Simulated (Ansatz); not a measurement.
# ClH6N3Zr: the cost of one run

Method: the settings change from run to run; program: Ansatz 0.2.0, Gaussian basis.

1 further run of the same task is left out (for a known fault of the program). Runs told in other sessions of the task aren't counted.

**1. The molecule**

The structure was relaxed beforehand with PBE0-D4 in a triple-zeta def2 set. Zr takes a core potential in def2 sets; no spin-orbit term is included.

SMILES `[NH2][Zr]([NH2])([NH2])[Cl]`, 11 atoms, charge 0, spin multiplicity 1.

Atoms are counted from 1 here; the program's logs count them from 0.

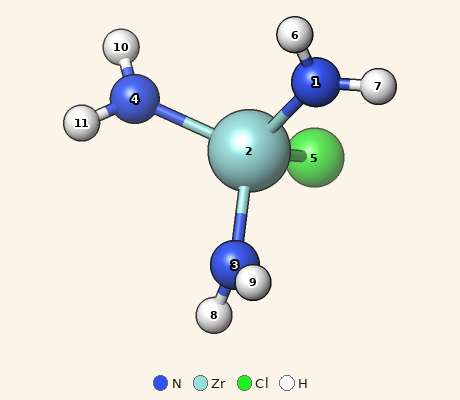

The structure; nitrogen blue, zirconium light teal, chlorine green, hydrogen white; atoms are numbered from 1 in the order of the file.

**2. B2GP-PLYP/def2-TZVPP**

The input, in.yaml:

```yaml
crystal:
  periodic: [false, false, false]
  atoms:
    - {symbol: N, position_ang: [-1.140809, -1.023474, -1.119724]}
    - {symbol: Zr, position_ang: [0.207181, 0.280823, -0.353108]}
    - {symbol: N, position_ang: [-0.770876, 1.398687, 1.025292]}
    - {symbol: N, position_ang: [1.587373, -0.815064, 0.646909]}
    - {symbol: Cl, position_ang: [1.205273, 1.634255, -2.053554]}
    - {symbol: H, position_ang: [-1.169570, -2.020486, -0.959687]}
    - {symbol: H, position_ang: [-1.837144, -0.783492, -1.813939]}
    - {symbol: H, position_ang: [-0.403146, 2.245717, 1.439670]}
    - {symbol: H, position_ang: [-1.724177, 1.271367, 1.334283]}
    - {symbol: H, position_ang: [2.340437, -1.326737, 0.204775]}
    - {symbol: H, position_ang: [1.705458, -0.861587, 1.649082]}
basis:
  gaussian: {orbitals: def2-TZVPP}
hamiltonian: {xc: {name: B2GP-PLYP}}
output: {forces: true}
```

Started as:

```bash
> ansatz run in.yaml --threads 4 --pin off --events-out ev --progress --plain --max-ram 11315MiB
```

What time and memory should one allow on 4 threads of Arm Neoverse V1, shared host?

About 21 s, with a peak of 0.94 GiB.
